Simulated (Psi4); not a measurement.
# doublet BCl+: levels of theory compared

Aim: a comparison of 5 runs (UHF/STO-3G, UHF/3-21G, U-wB97X-V/def2-TZVPPD, UHSE06/def2-TZVPPD, UTPSSh/def2-TZVPPD) of doublet BCl+. 

Program for the calculation: Psi4 1.11.

## Step 1: The system as given

BCl+: 2 atoms, total charge +1, spin state doublet. SMILES of the parent species: `[B]Cl`. The coordinates come from a PBE0-D4/def2-TZVP relaxation. That shape belongs to the parent species and isn't relaxed for this state.

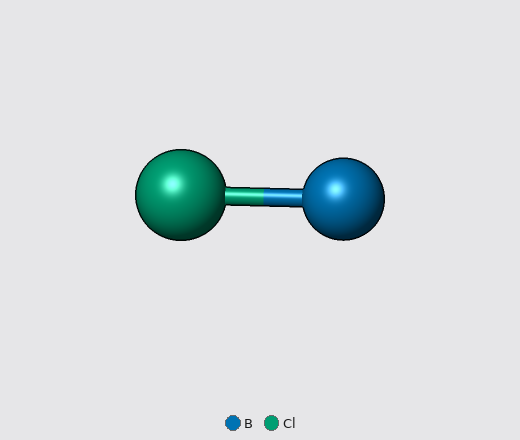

The structure, seen from a chosen angle (boron blue, chlorine teal).

## Step 2: A single-point energy at UHF/STO-3G (run 1)

The input, job.py:

```python
import psi4

psi4.set_memory(1600000000)
psi4.set_num_threads(1)
psi4.core.set_output_file('run.log', False)

mol = psi4.geometry("""
1 2
B      0.000000     0.000000    -0.069660
Cl     0.000000     0.000000     1.648190
symmetry c1
""")

psi4.set_options({
    'basis': 'STO-3G',
    'reference': 'uhf',
    'puream': True,
    'e_convergence': 1e-09,
    'd_convergence': 1e-08,
    'scf_type': 'pk',
    'maxiter': 100,
})

result = psi4.energy("hf")
print(f'total energy {result:.8f} hartree = {result * 27.211386:.5f} eV')
for k, v in sorted(psi4.core.scalar_variables().items()):
    print(f'{k:45s} {v:18.10f}')
```

On the command line:

```sh
$ python job.py
```

run.log:

```text
[...]
  Running in c1 symmetry.
[...]
  Nuclear repulsion =   26.183929276100940
[...]
  Multiplicity = 2
[...]
  Nalpha       = 11
  Nbeta        = 10
[...]
    Number of basis functions: 14
[...]
   @UHF iter   1:  -478.48370251580235   -5.00058e-01   2.04510e-02 DIIS/ADIIS
[...]
   @UHF iter  12:  -478.58054275722537   -2.27374e-13   2.25033e-09 DIIS
[...]
   @S^2 Observed:                7.630885264E-01
[...]
    Orbital Energies [Eh]
    ---------------------
    Alpha Occupied:
       1A   -104.164841     2A    -10.825600     3A     -8.271768
       4A     -8.262710     5A     -8.262710     6A     -7.993855
       7A     -1.405464     8A     -0.939088     9A     -0.795523
      10A     -0.771001    11A     -0.771001
    Alpha Virtual:
      12A     -0.203789    13A     -0.203789    14A      0.106791
    Beta Occupied:
       1A   -104.164785     2A    -10.825562     3A     -8.267056
[...]
  @UHF Final Energy:  -478.58054275722537
   => Energetics <=
    Nuclear Repulsion Energy =             26.1839292761009403
    One-Electron Energy =                -705.4857921418497426
    Two-Electron Energy =                 200.7213201085234857
    Total Energy =                       -478.5805427572253166
  UHF NO Occupations:
  HONO-2 :    9  A 1.9970804
  HONO-1 :   10  A 1.9970804
[...]
 Multipole Moments:
 ------------------------------------------------------------------------------------
     Multipole            Electronic (a.u.)      Nuclear  (a.u.)        Total (a.u.)
 ------------------------------------------------------------------------------------
 L = 1.  Multiply by 2.5417464519 to convert [e a0] to [Debye]
 Dipole X            :         -0.0000000            0.0000000           -0.0000000
 Dipole Y            :          0.0000000            0.0000000            0.0000000
 Dipole Z            :         -2.9476954            0.8694190           -2.0782763
 Magnitude           :                                                    2.0782763
[...]
```

On the terminal:

```text
total energy -478.58054276 hartree = -13022.83988 eV
CURRENT ENERGY                                   -478.5805427572
CURRENT REFERENCE ENERGY                         -478.5805427572
DD SOLVATION ENERGY                                 0.0000000000
HF KINETIC ENERGY                                 469.5171340596
HF POTENTIAL ENERGY                              -948.0976768168
HF TOTAL ENERGY                                  -478.5805427572
HF VIRIAL RATIO                                     2.0193036804
NUCLEAR REPULSION ENERGY                           26.1839292761
ONE-ELECTRON ENERGY                              -705.4857921418
PCM POLARIZATION ENERGY                             0.0000000000
PE ENERGY                                           0.0000000000
SCF ITERATION ENERGY                             -478.5805427572
SCF ITERATIONS                                     12.0000000000
SCF TOTAL ENERGY                                 -478.5805427572
TWO-ELECTRON ENERGY                               200.7213201085
```

It took 2 s on 1 thread of Intel Xeon Platinum 8259CL at 2.50GHz (Skylake/Cascade Lake), shared host; peak memory 0.18 GiB.

## Step 3: Energy and gradient at UHF/3-21G (run 2)

The input, job.json:

```json
{
 "schema_name": "qcschema_input",
 "schema_version": 1,
 "molecule": {
  "schema_name": "qcschema_molecule",
  "schema_version": 2,
  "symbols": ["B", "Cl"],
  "geometry": [0.0, 0.0, -0.13163832, 0.0, 0.0, 3.1146277],
  "molecular_charge": 1,
  "molecular_multiplicity": 2,
  "fix_symmetry": "c1",
  "fix_com": true,
  "fix_orientation": true
 },
 "driver": "gradient",
 "model": {
  "method": "scf",
  "basis": "3-21G"
 },
 "keywords": {
  "reference": "uhf",
  "puream": true,
  "e_convergence": 1e-09,
  "d_convergence": 1e-08,
  "scf_type": "pk",
  "maxiter": 100,
  "scf_properties": ["MAYER_INDICES", "LOWDIN_CHARGES", "QUADRUPOLE"]
 }
}
```

On the command line:

```sh
$ psi4 --qcschema job.json -n 1 --memory 1600MB
```

stdout:

```text
[...]
  Running in c1 symmetry.
[...]
  Nuclear repulsion =   26.183929313346905
[...]
  Multiplicity = 2
[...]
  Nalpha       = 11
  Nbeta        = 10
[...]
    Number of basis functions: 22
[...]
   @UHF iter   1:  -481.35724975366469   -1.99654e-02   1.21472e-02 ADIIS/DIIS
[...]
   @UHF iter  13:  -481.42689514746485   -8.52651e-13   3.45678e-09 DIIS
[...]
   @S^2 Observed:                7.635766246E-01
[...]
    Orbital Energies [Eh]
    ---------------------
    Alpha Occupied:
       1A   -104.453833     2A    -10.848216     3A     -8.313528
       4A     -8.304698     5A     -8.304698     6A     -8.114657
       7A     -1.464863     8A     -0.966771     9A     -0.811238
      10A     -0.792172    11A     -0.792172
    Alpha Virtual:
      12A     -0.266409    13A     -0.266409    14A     -0.039224
      15A      0.253402    16A      0.303443    17A      0.303443
      18A      0.412366    19A      0.520126    20A      0.553678
      21A      0.553678    22A      0.700570
[...]
  @UHF Final Energy:  -481.42689514746485
   => Energetics <=
    Nuclear Repulsion Energy =             26.1839293133469049
    One-Electron Energy =                -709.7752174117665618
    Two-Electron Energy =                 202.1643929509548059
    Total Energy =                       -481.4268951474648475
  UHF NO Occupations:
  HONO-2 :    9  A 1.9971159
  HONO-1 :   10  A 1.9971159
[...]
 Multipole Moments:
 ------------------------------------------------------------------------------------
     Multipole            Electronic (a.u.)      Nuclear  (a.u.)        Total (a.u.)
 ------------------------------------------------------------------------------------
 L = 1.  Multiply by 2.5417464519 to convert [e a0] to [Debye]
 Dipole X            :         -0.0000000            0.0000000           -0.0000000
 Dipole Y            :          0.0000000            0.0000000            0.0000000
 Dipole Z            :        -51.8724696           52.2904793            0.4180097
 Magnitude           :                                                    0.4180097
 L = 2.  Multiply by 1.3450342976 to convert [e a0^2] to [Debye ang]
 Quadrupole XX       :        -11.7777978            0.0000000          -11.7777978
 Quadrupole XY       :         -0.0000000            0.0000000           -0.0000000
[...]
  -Total Gradient:
     Atom            X                  Y                   Z
    ------   -----------------  -----------------  -----------------
       1        0.000000000000    -0.000000000000    -0.042059636265
       2       -0.000000000000     0.000000000000     0.042059636258
[...]
```

The result, in JSON:

```text
{
 "driver": "gradient",
 "model": {
  "method": "scf",
  "basis": "3-21G"
 },
 "success": true,
 "return_result": [3.7467551576441236e-16, -1.458129003991015e-16, -0.0420596362647912, -3.746755157643944e-16, 1.4581290039911547e-16, 0.04205963625753284],
 "properties": {
  "calcinfo_nbasis": 22,
  "calcinfo_nmo": 22,
  "calcinfo_nalpha": 11,
  "calcinfo_nbeta": 10,
  "calcinfo_natom": 2,
  "nuclear_repulsion_energy": 26.183929313346905,
  "return_energy": -481.42689514746485,
  "return_gradient": [3.7467551576441236e-16, -1.458129003991015e-16, -0.0420596362647912, -3.746755157643944e-16, 1.4581290039911547e-16, 0.04205963625753284],
  "scf_one_electron_energy": -709.7752174117666,
  "scf_two_electron_energy": 202.1643929509548,
  "scf_dipole_moment": [-3.3211264867402175e-15, 7.27527385135156e-16, 0.41800968533069494],
  "scf_total_energy": -481.42689514746485,
  "scf_total_gradient": [3.7467551576441236e-16, -1.458129003991015e-16, -0.0420596362647912, -3.746755157643944e-16, 1.4581290039911547e-16, 0.04205963625753284],
  "scf_iterations": 13
 }
}
```

Run time: 2.1 s. Hardware: 1 thread of Intel Xeon Platinum 8259CL at 2.50GHz (Skylake/Cascade Lake), shared host; peak memory 0.18 GiB.

Runs 3 to 4 aren't shown in full; the table further down has their settings and results.

## Step 4: The energy at UTPSSh/def2-TZVPPD (run 5)

The input, run.py:

```python
import numpy as np
from ase.calculators.psi4 import Psi4
from ase import Atoms

atoms = Atoms(['B', 'Cl'], positions=[
    [0.000000, 0.000000, -0.069660],
    [0.000000, 0.000000, 1.648190],
])
calc = Psi4(atoms=atoms, method='tpssh', basis='def2-TZVPPD', memory='1600MB', num_threads=1, charge=1, multiplicity=2, label='calc', reference='uks')
calc.psi4.set_options({'puream': True, 'e_convergence': 1e-09, 'd_convergence': 1e-08, 'scf_type': 'pk', 'dft_radial_points': 99, 'dft_spherical_points': 590, 'maxiter': 100})
atoms.calc = calc

print(f'energy: {atoms.get_potential_energy():.6f} eV')
```

On the command line:

```sh
$ python run.py
```

calc.dat:

```text
[...]
  Running in c1 symmetry.
[...]
  Nuclear repulsion =   26.183929276100940
[...]
  Multiplicity = 2
[...]
  Nalpha       = 11
  Nbeta        = 10
[...]
    Number of basis functions: 88
[...]
   @UKS iter   1:  -484.63854259379809    1.07257e-01   2.69737e-03 ADIIS/DIIS
[...]
   @UKS iter  11:  -484.65631635536255   -1.98952e-12   2.46596e-09 DIIS
[...]
   @S^2 Observed:                7.582523067E-01
[...]
    Orbital Energies [Eh]
    ---------------------
    Alpha Occupied:
       1A   -101.727270     2A     -9.725054     3A     -7.472322
       4A     -7.464721     5A     -7.464721     6A     -7.194513
       7A     -1.146558     8A     -0.787737     9A     -0.646586
      10A     -0.646586    11A     -0.626025
    Alpha Virtual:
      12A     -0.404097    13A     -0.404097    14A     -0.207288
      15A     -0.163621    16A     -0.109005    17A     -0.109005
      18A     -0.101956    19A     -0.091672    20A     -0.091672
      21A     -0.086924    22A     -0.039430    23A     -0.039430
      24A     -0.004262    25A     -0.004262    26A      0.018428
[...]
  @UKS Final Energy:  -484.65631635536255
   => Energetics <=
    Nuclear Repulsion Energy =             26.1839292761009403
    One-Electron Energy =                -712.9082855316312362
    Two-Electron Energy =                 230.9001766980738068
    DFT Exchange-Correlation Energy =     -28.8321367979060206
    Empirical Dispersion Energy =           0.0000000000000000
    VV10 Nonlocal Energy =                  0.0000000000000000
    Total Energy =                       -484.6563163553625486
[...]
 Multipole Moments:
 ------------------------------------------------------------------------------------
     Multipole            Electronic (a.u.)      Nuclear  (a.u.)        Total (a.u.)
 ------------------------------------------------------------------------------------
 L = 1.  Multiply by 2.5417464519 to convert [e a0] to [Debye]
 Dipole X            :         -0.0000000            0.0000000           -0.0000000
 Dipole Y            :         -0.0000000            0.0000000           -0.0000000
 Dipole Z            :         -2.1626822            0.8694190           -1.2932631
 Magnitude           :                                                    1.2932631
[...]
```

The script printed:

```text
energy: -13188.170113 eV
```

Run time: 21 s. Hardware: 1 thread of Intel Xeon Platinum 8259CL at 2.50GHz (Skylake/Cascade Lake), shared host; peak memory 0.97 GiB.

## Step 5: All runs side by side

| run | level | task | integration grid | energy (Eh) | HOMO energy (eV) | LUMO energy (eV) | ⟨S²⟩ | wall time |
| --- | --- | --- | --- | --- | --- | --- | --- | --- |
| 1 | UHF/STO-3G | energy | – | -478.580543 | -20.98 | -6.45 | 0.763 | 2 s |
| 2 | UHF/3-21G | gradient | – | -481.426895 | -21.56 | -8.35 | 0.764 | 2.1 s |
| 3 | U-wB97X-V/def2-TZVPPD | energy | 99 radial × 590 angular | -484.555627 | -20.16 | -10.28 | 0.755 | 23 s |
| 4 | UHSE06/def2-TZVPPD | gradient | 99 radial × 590 angular | -484.468385 | -17.34 | -12.50 | 0.758 | 27 s |
| 5 | UTPSSh/def2-TZVPPD | energy | 99 radial × 590 angular | -484.656316 | -17.04 | -13.40 | 0.758 | 21 s |

## Step 6: Outcome

```
                                 quantity          value
                      run 5: total energy  -484.65632 Eh
run 5: HOMO energy (highest over α and β)      -17.04 eV
 run 5: LUMO energy (lowest over α and β)      -13.40 eV
                              run 5: ⟨S²⟩          0.758
```

What this shows: Totals of different functionals can't be ranked against each other. In run 1 the basis is minimal, so the values are rough. All runs together took 76 s, the longest 27 s.
